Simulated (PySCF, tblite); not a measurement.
Dissociation curve of SiN, doublet.

- GFN2-xTB, 300 K electronic temperature (tblite)
- ROKS-M06-2X = restricted open-shell M06-2X/6-31G run with PySCF
- UKS-LDA (SVWN5) = unrestricted LDA (SVWN5)/6-31G run with PySCF 2.14.0
- UCCSD(T) = CCSD(T) on UHF/6-31G, 6 core orbitals frozen in PySCF
- ROKS-LDA (SVWN5) = PySCF with restricted open-shell LDA (SVWN5)/6-31G

Energies are in mEh, each relative to the lowest point of its own curve near equilibrium.

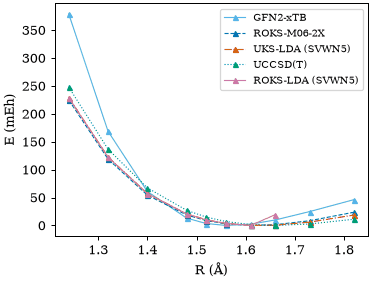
Figure: Energy against bond length for each method.

```csv
R / Å,GFN2-xTB,ROKS-M06-2X,UKS-LDA (SVWN5),UCCSD(T),ROKS-LDA (SVWN5)
1.24,378.9,224.9,229.2,247.9,228.9
1.32,168.7,118.8,122.5,136.6,122.3
1.40,60.8,54.4,57.3,67.3,57.1
1.48,13.1,18.7,20.6,27.0,20.5
1.52,3.4,8.7,10.1,14.9,10.0
1.56,0.0,2.8,3.6,6.9,3.5
1.61,2.3,0.0,0.0,1.5,0.0
1.66,9.7,1.3,0.4,0.0,19.1
1.73,24.8,8.4,5.9,2.6,—
1.82,46.1,23.6,18.6,11.1,—
```

At the longest distance, 1.82 Å, GFN2-xTB lies highest above its minimum (46.1 mEh) and UCCSD(T) lowest (11.1 mEh).

A dash means that the run gave no value there, or that the column was ended at a point which the program doubted or which failed a test of continuity chosen for this set; such a test can also cut sound points.

The scan ran from 1.24 to 6.29 Å; beyond the distances shown one of the unrestricted levels run for this scan, shown here or not, changes its spin distribution in one step. The unrestricted determinant behind UCCSD(T) is spin-contaminated at 1.40 to 1.82 Å (<S²> up to 2.1, against 0.75 for a pure doublet).
